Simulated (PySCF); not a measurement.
# SmOF: structure and properties

Aim: find the relaxed shape of SmOF, test it by its vibrations, and read charges and levels. The structure is generated, not taken from experiment.

Computed with PySCF 2.14.0. Level: PBE0, Sm lcecp-1-SVP with ECP51, O def2-SVP, F def2-SVP; scalar-relativistic core potentials, no spin–orbit coupling.

1 further run of the same task is left out (for a known fault of the program).

## Step 1: The starting structure

3 atoms, charge 0, spin multiplicity 1.

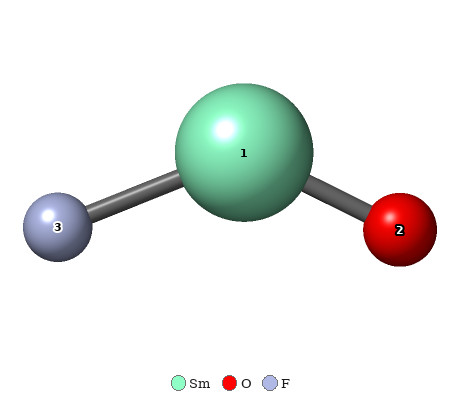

Start geometry, drawn with samarium green, oxygen red, fluorine light blue; atoms are numbered from 1 in the order of the file.

As a file:

```xyz
3
charge 0, multiplicity 1
Sm    0.00000    0.00000    0.00000
O     1.68690    0.00000    0.75490
F    -1.94480    0.00000    0.87030
```

Formal oxidation states: Sm +3. Each metal's 5 4f electrons lie in its core potential, so multiplicities, spins and levels count the valence alone.

## Step 2: SCF at the start, singlet

run.py (the lines that set the calculation)

```python
mol = gto.M(atom='''
Sm     0.00000     0.00000     0.00000
O      1.68690     0.00000     0.75490
F     -1.94480     0.00000     0.87030''',
    basis={'Sm': 'lcecp-1-SVP', 'O': 'def2-SVP', 'F': 'def2-SVP'},
    ecp={'Sm': 'lcecp-1-SVP'},
    charge=0, spin=0)
mf = dft.RKS(mol, xc='PBE0')
mf.grids.atom_grid = (50, 194)  # f atoms: unpruned, at least (60, 302)
mf = mf.density_fit()  # fitting sets: Sm AutoAux, O def2-universal-JKFIT, F def2-universal-JKFIT
mf.conv_tol = 1e-08; mf.max_cycle = 55
mf.kernel(dm0)  # dm0: free metal ions and neutral atoms
```

Run with:

```console
$ OMP_NUM_THREADS=2 python run.py
```

Log:

```text
init E= -214.757067829157
  HOMO = -0.190376599299842  LUMO = -0.0983835194366272  gap/eV = 2.50326
cycle= 1 E= -209.361086199035  delta_E=  5.4  |g|= 1.07  |ddm|= 2.43
  HOMO = -0.242791491203759  LUMO = -0.0761710026695219  gap/eV = 4.53397
cycle= 2 E= -209.205745825857  delta_E= 0.155  |g|= 1.41  |ddm|=  1.5
  HOMO = -0.236168190059346  LUMO = -0.0815786921002193  gap/eV = 4.20659
cycle= 3 E= -209.547491870467  delta_E= -0.342  |g|= 0.052  |ddm|= 0.856
  HOMO = -0.252117766930847  LUMO = -0.0784408242244226  gap/eV = 4.72599
cycle= 4 E= -209.54485686113  delta_E= 0.00264  |g|= 0.127  |ddm|= 0.152
  HOMO = -0.241601428653447  LUMO = -0.0794185232062681  gap/eV = 4.41322
cycle= 5 E= -209.548364047212  delta_E= -0.00351  |g|= 0.00969  |ddm|= 0.0844
  HOMO = -0.2414078873057  LUMO = -0.0797284499688509  gap/eV = 4.39952
cycle= 6 E= -209.548388197436  delta_E= -2.42e-05  |g|= 0.00133  |ddm|= 0.0111
  HOMO = -0.241348880665713  LUMO = -0.0796891245440783  gap/eV = 4.39899
cycle= 7 E= -209.548388621821  delta_E= -4.24e-07  |g|= 0.000228  |ddm|= 0.00169
  HOMO = -0.241353271906965  LUMO = -0.0796832491092694  gap/eV = 4.39927
cycle= 8 E= -209.548388634019  delta_E= -1.22e-08  |g|= 7.69e-05  |ddm|= 0.000306
  HOMO = -0.241360822581451  LUMO = -0.0796871496296099  gap/eV = 4.39936
cycle= 9 E= -209.548388635653  delta_E= -1.63e-09  |g|= 1.75e-05  |ddm|= 0.000136
  HOMO = -0.24136463307174  LUMO = -0.0796849276138474  gap/eV = 4.39953
Extra cycle  E= -209.548388635344  delta_E= 3.09e-10  |g|= 4.36e-05  |ddm|= 5.6e-05
converged SCF energy = -209.548388635344
```

It took 1.9 s on 2 threads of Arm Neoverse V2, shared host; peak memory 0.31 GiB.

Read off: E = -209.548389 Eh, HOMO -6.57 eV, LUMO -2.17 eV, Mulliken charge on Sm1 +0.94 e. 

## Step 3: Relaxation, singlet

Steps are kept in the start's point group, Cs.

run.py (the lines that set the calculation)

```python
mol = gto.M(atom='''
Sm     0.05332     0.00000    -0.15306
O      1.74022     0.00000     0.60184
F     -1.89148     0.00000     0.71724''',
    basis={'Sm': 'lcecp-1-SVP', 'O': 'def2-SVP', 'F': 'def2-SVP'},
    ecp={'Sm': 'lcecp-1-SVP'},
    charge=0, spin=0)
mf = dft.RKS(mol, xc='PBE0')
mf.grids.atom_grid = (50, 194)  # f atoms: unpruned, at least (60, 302)
mf = mf.density_fit()  # fitting sets: Sm AutoAux, O def2-universal-JKFIT, F def2-universal-JKFIT
mf.conv_tol = 1e-08; mf.max_cycle = 55
mf.kernel(dm0)  # dm0: an SCF of this state at this start
# quasi-Newton relaxation in Cartesian coordinates to a largest gradient under 0.00045 Eh/bohr, steps kept in the point group
```

Run with:

```console
$ OMP_NUM_THREADS=2 python run.py
```

The driver keeps no SCF log for this step, only its results.

Run time: 8.5 s. Hardware: 2 threads of Arm Neoverse V2, shared host.

Along the way:

```tsv
step	energy from step 1 (eV)	largest force component (eV/Å)
1	0.0000	0.9834
2	-0.0962	0.5317
3	-0.1690	0.9399
4	-0.1895	0.4346
5	-0.1958	0.0792
6	-0.1959	0.0247
7	-0.1960	0.0005
```

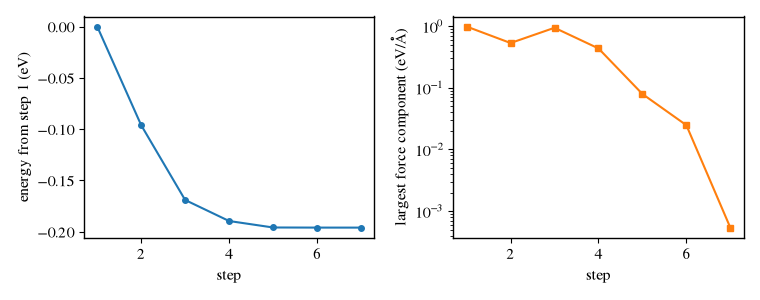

Energy and largest force along the relaxation.

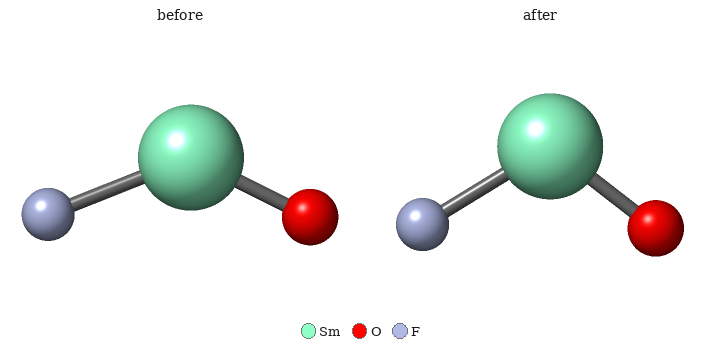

The geometry before (left) and after (right).

Close pairs (by a distance rule), those that changed most:

```tsv
bond	before (Å)	after (Å)	change (Å)
Sm1–F3	2.131	2.075	-0.055
Sm1–O2	1.848	1.854	+0.006
```

It ends in Cs at E = -209.555590 Eh.

```tsv
atom	x (Å)	y (Å)	z (Å)
Sm1	0.0378	0.0000	-0.3554
O2	1.5490	0.0000	0.7192
F3	-1.6847	0.0000	0.8023
```

## Step 4: The relaxed geometry turned into its symmetry frame

run.py (the lines that set the calculation)

```python
mol = gto.M(atom='''
Sm     0.04576     0.00000    -0.20964
O      1.55698     0.00000     0.86497
F     -1.67677     0.00000     0.94813''',
    basis={'Sm': 'lcecp-1-SVP', 'O': 'def2-SVP', 'F': 'def2-SVP'},
    ecp={'Sm': 'lcecp-1-SVP'},
    charge=0, spin=0)
mf = dft.RKS(mol, xc='PBE0')
mf.grids.atom_grid = (50, 194)  # f atoms: unpruned, at least (60, 302)
mf = mf.density_fit()  # fitting sets: Sm AutoAux, O def2-universal-JKFIT, F def2-universal-JKFIT
mf.conv_tol = 1e-08; mf.max_cycle = 55
mf.kernel(dm0)  # dm0: free metal ions and neutral atoms
```

Run with:

```console
$ OMP_NUM_THREADS=2 python run.py
```

Log:

```text
init E= -214.771372840348
  HOMO = -0.197211924570859  LUMO = -0.0993550832923198  gap/eV = 2.66282
cycle= 1 E= -209.337328076693  delta_E= 5.43  |g|= 1.15  |ddm|= 2.49
  HOMO = -0.255234972646507  LUMO = -0.0696896484660456  gap/eV = 5.04895
cycle= 2 E= -209.146410278769  delta_E= 0.191  |g|= 1.54  |ddm|= 1.61
  HOMO = -0.225206095563498  LUMO = -0.0815678203431141  gap/eV = 3.90860
cycle= 3 E= -209.546880101178  delta_E= -0.4  |g|= 0.191  |ddm|= 0.957
  HOMO = -0.268660647805435  LUMO = -0.0769915059063138  gap/eV = 5.21558
cycle= 4 E= -209.540105635343  delta_E= 0.00677  |g|= 0.271  |ddm|= 0.336
  HOMO = -0.244842608647247  LUMO = -0.0790995615538677  gap/eV = 4.51010
cycle= 5 E= -209.555545047466  delta_E= -0.0154  |g|= 0.013  |ddm|= 0.176
  HOMO = -0.243753796961526  LUMO = -0.0793090676302342  gap/eV = 4.47477
cycle= 6 E= -209.555589037953  delta_E= -4.4e-05  |g|= 0.00191  |ddm|= 0.0148
  HOMO = -0.243773538912553  LUMO = -0.0792419300950478  gap/eV = 4.47713
cycle= 7 E= -209.555590026161  delta_E= -9.88e-07  |g|= 0.000328  |ddm|= 0.0024
  HOMO = -0.243794910781838  LUMO = -0.0792295064291508  gap/eV = 4.47805
cycle= 8 E= -209.555590052115  delta_E= -2.6e-08  |g|= 7.26e-05  |ddm|= 0.000376
  HOMO = -0.243803134131352  LUMO = -0.0792334451702033  gap/eV = 4.47817
cycle= 9 E= -209.555590053991  delta_E= -1.88e-09  |g|= 1.36e-05  |ddm|= 0.000148
  HOMO = -0.243803732754542  LUMO = -0.0792310023692053  gap/eV = 4.47825
Extra cycle  E= -209.555590053956  delta_E= 3.55e-11  |g|= 2.41e-05  |ddm|= 4.93e-05
converged SCF energy = -209.555590053956
```

Wall time 0.5 s (2 threads of Arm Neoverse V2, shared host).

It gives: E = -209.555590 Eh, HOMO -6.63 eV, LUMO -2.16 eV, Mulliken charge on Sm1 +0.91 e. 

## Step 5: Harmonic vibrations

run.py (the lines that set the calculation): that of step 4 with these lines changed.

```diff
@@ -10,3 +10,4 @@
 mf = mf.density_fit()  # fitting sets: Sm AutoAux, O def2-universal-JKFIT, F def2-universal-JKFIT
-mf.conv_tol = 1e-08; mf.max_cycle = 55
-mf.kernel(dm0)  # dm0: free metal ions and neutral atoms
+mf.conv_tol = 1e-10; mf.max_cycle = 55
+mf.kernel(dm0)  # dm0: the density of the relaxed state
+# Hessian and dipole derivatives by central differences of gradients, 0.02 bohr
```

Run with:

```console
$ OMP_NUM_THREADS=2 python run.py
```

No log is kept here; the results follow.

It took 15 s on 2 threads of Arm Neoverse V2, shared host.

Point group Cs; negative numbers are unstable modes, and those under 60 cm⁻¹ are near the numerical noise:

```tsv
cm⁻¹	km/mol	symmetry
175	22.6	a'
550	124.3	a'
823	182.6	a'
```

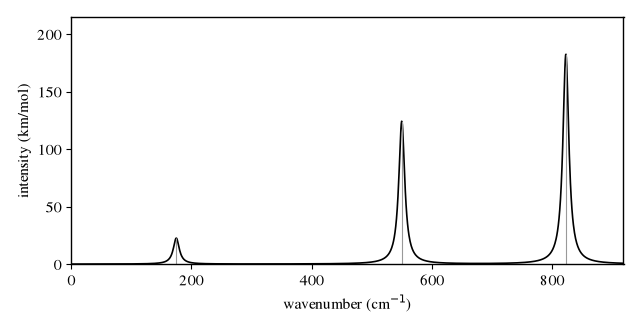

The infrared spectrum from the harmonic lines. Lines are broadened to a width of 12 cm⁻¹ (Lorentzian).

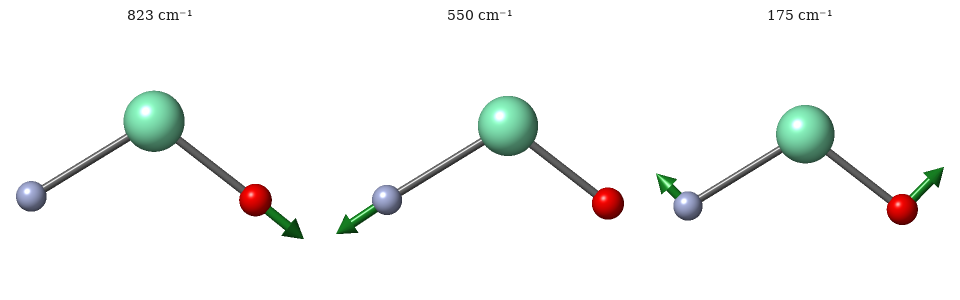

How the atoms move in 3 of the modes.

## Step 6: Charges, bond orders and levels

run.py (the lines that set the calculation)

```python
mol = gto.M(atom='''
Sm     0.03779     0.00000    -0.35545
O      1.54901     0.00000     0.71916
F     -1.68474     0.00000     0.80231''',
    basis={'Sm': 'lcecp-1-SVP', 'O': 'def2-SVP', 'F': 'def2-SVP'},
    ecp={'Sm': 'lcecp-1-SVP'},
    charge=0, spin=0)
mf = dft.RKS(mol, xc='PBE0')
mf.grids.atom_grid = (75, 302)  # f atoms: unpruned, at least (60, 302)
mf = mf.density_fit()  # fitting sets: Sm AutoAux, O def2-universal-JKFIT, F def2-universal-JKFIT
mf.conv_tol = 1e-09; mf.max_cycle = 55
mf.kernel(dm0)  # dm0: the density of the relaxed state
```

Run with:

```console
$ OMP_NUM_THREADS=2 python run.py
```

Log:

```text
init E= -209.555592932418
  HOMO = -0.243764746815161  LUMO = -0.0792373031094833  gap/eV = 4.47702
cycle= 1 E= -209.555592895731  delta_E= 3.67e-08  |g|= 0.00045  |ddm|= 0.000426
  HOMO = -0.243914824307583  LUMO = -0.0792174054110681  gap/eV = 4.48165
cycle= 2 E= -209.555592593466  delta_E= 3.02e-07  |g|= 0.00127  |ddm|= 0.0012
  HOMO = -0.243799567974986  LUMO = -0.0792315523835079  gap/eV = 4.47812
cycle= 3 E= -209.555592936856  delta_E= -3.43e-07  |g|= 8.68e-05  |ddm|= 0.0009
  HOMO = -0.243802787051227  LUMO = -0.0792319195855598  gap/eV = 4.47820
cycle= 4 E= -209.555592938212  delta_E= -1.36e-09  |g|= 3.37e-07  |ddm|= 5.6e-05
  HOMO = -0.243802776822871  LUMO = -0.0792318972797617  gap/eV = 4.47820
cycle= 5 E= -209.555592938213  delta_E= -6.25e-13  |g|= 6.24e-08  |ddm|= 4.62e-07
  HOMO = -0.243802787706612  LUMO = -0.0792318997982093  gap/eV = 4.47820
Extra cycle  E= -209.555592938213  delta_E= 1.14e-13  |g|= 7.4e-08  |ddm|= 2e-07
converged SCF energy = -209.555592938213
```

Run time: 3.5 s. Hardware: 2 threads of Arm Neoverse V2, shared host.

Result: E = -209.555593 Eh, HOMO -6.63 eV, LUMO -2.16 eV, Mulliken charge on Sm1 +0.91 e, largest force component 0.002 eV/Å. 

Löwdin charges:

```tsv
atom	value (e)
Sm1	0.73
O2	-0.39
F3	-0.34
```

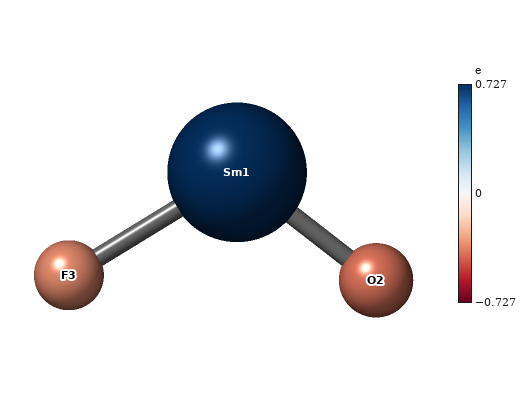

Löwdin charges, as colours on the atoms.

Mulliken charges: Sm1 +0.91, O2 -0.45, F3 -0.46 e.

Contacts (the nearest donor of each ligand) and Mayer bond orders:

```tsv
contact	distance (Å)	bond order
Sm1–O2 (O)	1.854	2.28
Sm1–F3 (F)	2.075	0.94
```

Mulliken populations of Sm1 outside the core potential: s 2.10, p 6.19, d 1.70, f 0.11.

Orbitals, density, ELF and potential are computed afterwards from the orbital file.

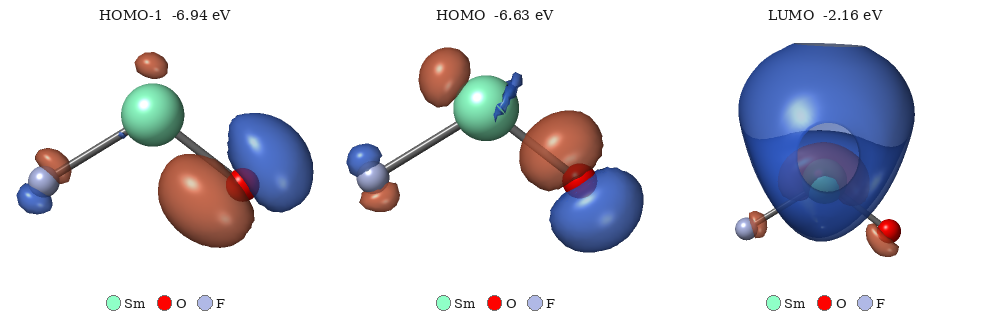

Frontier orbitals at PBE0; each surface holds 70 % of the orbital's density, blue and red mark the sign. The LUMO is diffuse and is cut off by the edge of the grid.

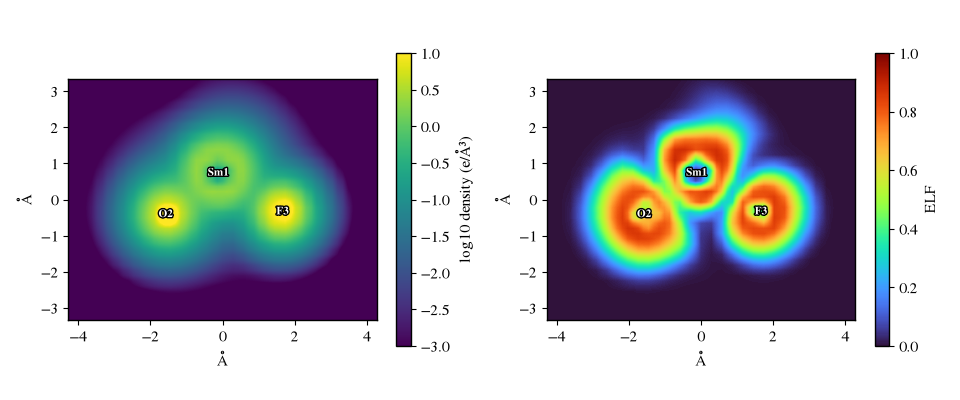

Density (left) and ELF (right) in a plane through or near 3 of the atoms.

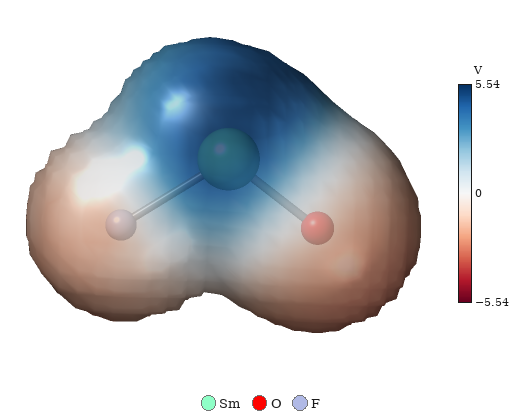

The potential that a unit positive charge feels on the 0.002 e/bohr³ surface, from -2.88 V near O2 to 5.54 V near Sm1.

## Step 7: Outcome

| quantity | value |
| --- | --- |
| state and point group | singlet in the valence, Cs |
| modes | 175 to 823 cm⁻¹, none unstable |
| strongest infrared band (modes within 1.5 cm⁻¹ summed) | 823 cm⁻¹ (183 km/mol) |
| zero-point energy | 0.096 eV |
| ideal gas, 298 K, 1 bar | S = 304.3, Cp = 48.4 J/(mol K) |
| metal–ligand contacts | 1.85 to 2.08 Å |
| frontier levels | HOMO -6.63 eV, LUMO -2.16 eV |
| dipole | 7.55 D |
| mean polarisability | 4.6 Å³ |

In words: All modes are real, so the structure is a minimum. The metal carries +0.73 e by Löwdin's partition against a formal +3, and bond orders to the nearest donors reach 2.28. Both measures hang on the basis. One start shape was tried, so another isomer may lie lower. The bases are small and lack diffuse functions. Spin–orbit coupling is left out.
